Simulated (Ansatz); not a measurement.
# U-wB97M-V/6-311G(d,p) run of SiH (SMILES [SiH])

Aim: the electronic atomisation energy of SiH at U-wB97M-V/6-311G**, from 3 runs. 

The calculation is run with Ansatz 0.2.0.

### 1 The system as given

SiH: 2 atoms, total charge 0, spin state doublet. SMILES: `[SiH]`. Geometry: relaxed at PBE0-D4/def2-TZVP.

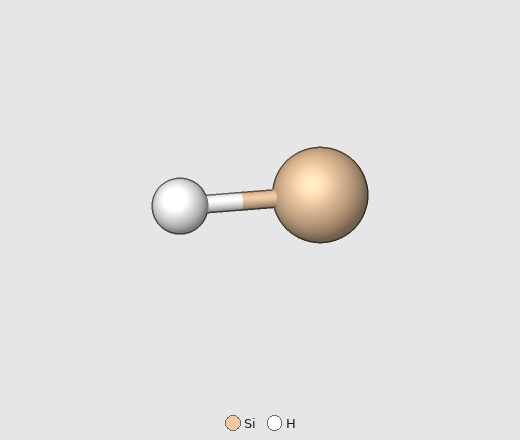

Viewed from a chosen angle; silicon light orange, hydrogen white.

### 2 A single-point energy at U-wB97M-V/6-311G(d,p)

run.yaml

```yaml
crystal:
  periodic: [false, false, false]
  atoms:
    - {symbol: Si, position_ang: [0.000000, 0.000000, -0.007580]}
    - {symbol: H, position_ang: [-0.000000, -0.000000, 1.524140]}
basis:
  gaussian:
    orbitals: 6-311G_st__st_-spherical.json
magnetization:
  spin_polarized: true
  initial_magnetization: 1
hamiltonian:
  xc: {name: wB97M-V}
accuracy: high
```

The basis set 6-311G** is read from a file made from the Basis Set Exchange's data (not shown).

Run with:

```sh
$ ansatz run run.yaml --threads 1 --pin off --max-ram 3480MiB --events-out events.jsonl --progress --plain --runs-dir runs
```

Output:

```text
Warning: RAYON_NUM_THREADS=1 ignored (pool sized by the plan → 1); use --threads N
Functional definition: wB97M-V
  name "wB97M-V"
  parameter omega = 0.3/bohr
  parameter cx = 0.15
  parameter cx01 = 1.007
  parameter cx10 = 0.259
  parameter css00 = 0.443
  parameter css04 = -1.437
  parameter css10 = -4.535
  parameter css20 = -3.390
  parameter css43 = 4.278
  parameter cos00 = 1.000
  parameter cos10 = 1.358
  parameter cos20 = 2.924
  parameter cos21 = -8.812
  parameter cos60 = -1.390
  parameter cos61 = 9.142
  parameter b = 6.0
  parameter c = 0.01
  gx(w, u) = 1 - cx + cx01*u + cx10*w
  gss(w, u) = css00 + css04*u^4 + css10*w + css20*w^2 + css43*w^4*u^3
  gos(w, u) = cos00 + cos10*w + (cos20 + cos21*u)*w^2 + (cos60 + cos61*u)*w^6
  exchange = spin_sum(e_x_unif_sr(omega)*gx(b97_w, b97_u_x)) + cx*exact_x_sr(omega) + exact_x_lr(omega)
  correlation = spin_sum(e_c_pw_mod_same_spin*gss(b97_w, b97_u_same))
      + integral(e_c_pw_mod_opposite_spin*gos(b97_w_opposite, b97_u_opposite)) + vv10(b, c)
456 factors; integrals over basis functions are off by at most 4.2e-9 eV
139 factors; integrals over basis functions are off by at most 2.3e-9 eV
mean field evaluation 1: about -7890.1912 eV, gradient 4.3e0 eV
mean field evaluation 2: about -7890.3292 eV, gradient 9.4e-1 eV
mean field evaluation 4: about -7890.3387 eV, gradient 3.0e-1 eV
mean field evaluation 8: about -7890.3396 eV, gradient 9.9e-3 eV
mean field evaluation 16: about -7890.3396 eV, gradient 1.3e-6 eV
mean field -7890.33955755 eV, -289.9646304757 hartree, gradient 2.4e-8 eV, S^2 0.751278; 0 other end points of the search recorded, 0 dependent functions left out
reference -7890.33956027 eV, -289.9646305757 hartree; 8, 7 occupied and 24, 25 virtual orbitals, 456 factors
Total energy: -7890.33956027 eV, -289.9646305757 hartree
```

Run time: 7.5 s. Hardware: 1 thread of Arm Neoverse V2, shared host; peak memory 0.28 GiB.

### 3 The H atom at the same level

in.yaml

```yaml
crystal:
  periodic: [false, false, false]
  atoms:
    - {symbol: H, position_ang: [0.000000, 0.000000, 0.000000]}
basis:
  gaussian: {orbitals: 6-311G_st__st_.json}
magnetization: {spin_polarized: true, initial_magnetization: 1}
hamiltonian: {xc: {name: wB97M-V}}
accuracy: high
```

The basis set 6-311G** is read from a file made from the Basis Set Exchange's data (not shown).

Run the same way, it converges to -0.49411 Eh (log not shown).

### 4 The Si atom

molecule.yaml

```yaml
crystal:
  periodic: [false, false, false]
  atoms:
    - {symbol: Si, position_ang: [0.000000, 0.000000, 0.000000]}
basis:
  gaussian: {orbitals: 6-311G_st__st_-spherical.json}
magnetization: {spin_polarized: true, initial_magnetization: 2}
accuracy: high
hamiltonian: {xc: {name: wB97M-V}}
```

The basis set 6-311G** is read from a file made from the Basis Set Exchange's data (not shown).

Run with:

```sh
$ ansatz run molecule.yaml --threads 1 --pin off --max-ram 3480MiB --events-out events.jsonl --progress --plain --runs-dir runs
```

Output, cut to the lines that bear on the results:

```text
Warning: RAYON_NUM_THREADS=1 ignored (pool sized by the plan → 1); use --threads N
[... 2 set-up lines as earlier in the session ...]
[...]
  gx(w, u) = 1 - cx + cx01*u + cx10*w
  gss(w, u) = css00 + css04*u^4 + css10*w + css20*w^2 + css43*w^4*u^3
  gos(w, u) = cos00 + cos10*w + (cos20 + cos21*u)*w^2 + (cos60 + cos61*u)*w^6
[...]
      + integral(e_c_pw_mod_opposite_spin*gos(b97_w_opposite, b97_u_opposite)) + vv10(b, c)
201 factors; integrals over basis functions are off by at most 3.6e-9 eV
76 factors; integrals over basis functions are off by at most 6.4e-10 eV
[...]
mean field -7873.72228734 eV, -289.3539570592 hartree, gradient 3.9e-8 eV, S^2 2.000630; 0 other end points of the search recorded, 0 dependent functions left out
reference -7873.72228946 eV, -289.3539571369 hartree; 8, 6 occupied and 18, 20 virtual orbitals, 201 factors
Total energy: -7873.72228946 eV, -289.3539571369 hartree
```

Run time: 4.5 s. Hardware: 1 thread of Arm Neoverse V2, shared host; peak memory 0.23 GiB.

### 5 Outcome

At U-wB97M-V/6-311G**:

| quantity | value |
| --- | --- |
| molecule: total energy | -289.96463 Eh |
| molecule: ⟨S²⟩ | 0.751 |
| H atom: total energy | -0.49411 Eh |
| H atom: ⟨S²⟩ | 0.750 |
| Si atom: total energy | -289.35396 Eh |
| Si atom: ⟨S²⟩ | 2.001 |
| electronic atomisation energy | 3.172 eV |

In words: Taking the molecule apart into free atoms costs 3.17 eV (73 kcal/mol), before zero-point energy and without spin-orbit coupling.
